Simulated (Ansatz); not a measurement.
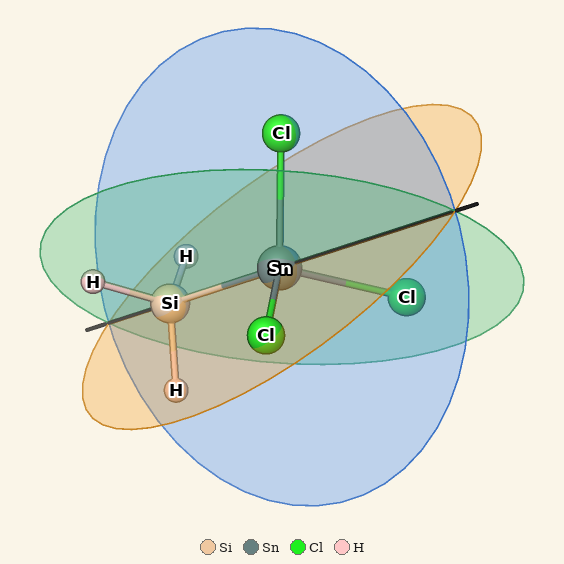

All proper rotation axes (lines) and mirror planes (discs) of the structure are drawn in. Distant atoms are faded towards the background colour. The computed structure is the end point of a PBE0-D4/def2-TZVP optimisation.

**Name the symmetry elements and the point group.**

It has 1 C3 axis and 3 mirror planes. Point group C3v. The group has 6 operations. The geometry is achiral, and symmetry allows a dipole moment.
